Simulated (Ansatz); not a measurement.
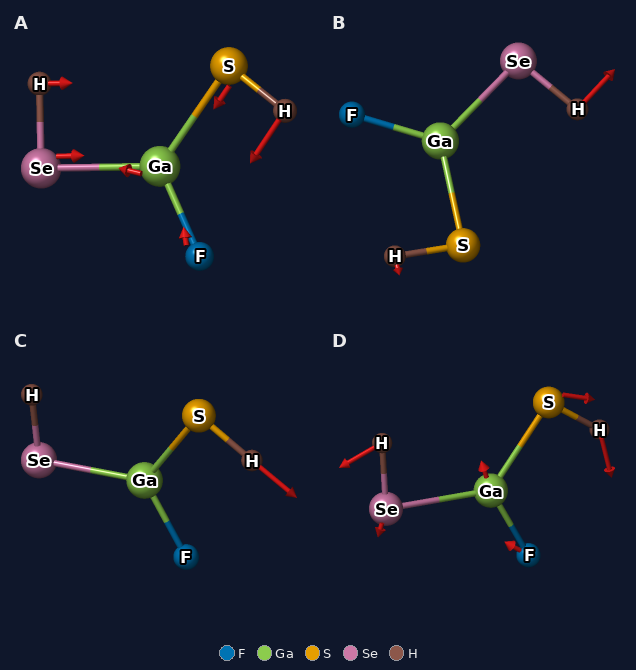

4 normal modes of one molecule or complex, as arrows. Harmonic vibrations computed with RKS PBE0-D4/def2-TZVP (Ansatz 0.2.0) at a stationary point of the same level.

Match the panels to the wavenumbers 87 cm⁻¹, 284 cm⁻¹, 635 cm⁻¹, 2705 cm⁻¹.

Answer. A: 284 cm⁻¹, Ga–Se stretching
B: 635 cm⁻¹, Ga–Se–H bending
C: 2705 cm⁻¹, S–H stretching
D: 87 cm⁻¹, S–Ga–Se bending
